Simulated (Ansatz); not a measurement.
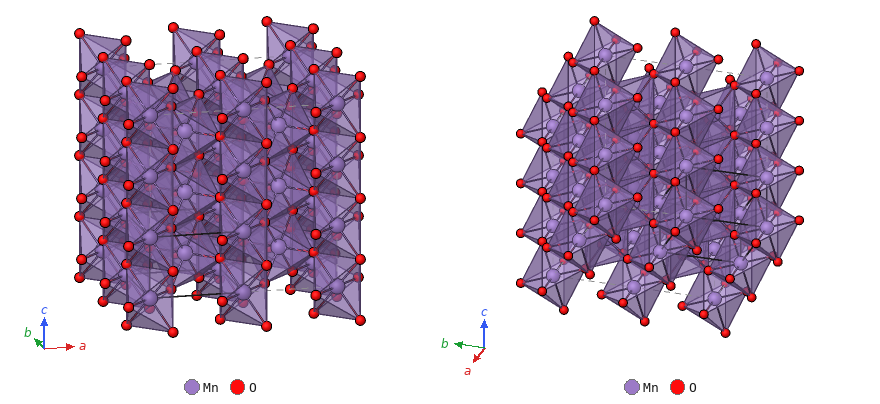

Polyhedra are drawn about Mn (bonds: Mn–O below 2.1 Å); other atoms are plain spheres. Two views of the same piece.

The compound is MnO2 (space group P4_2/mnm, No. 136), taken as the input geometry of an electronic-structure calculation (not necessarily at equilibrium).

> What figure surrounds each Mn atom, and what does it share with the other drawn polyhedra?

Mn: MnO6 octahedron, sharing corners with eight neighbours and edges with two neighbours.

> How do these polyhedra hang together as a whole?

They form a three-dimensional framework of corner- and edge-sharing octahedra.

> How far apart are the centres of linked polyhedra?

Centre to centre across a shared corner: 3.42 Å; across a shared edge: 2.87 Å.
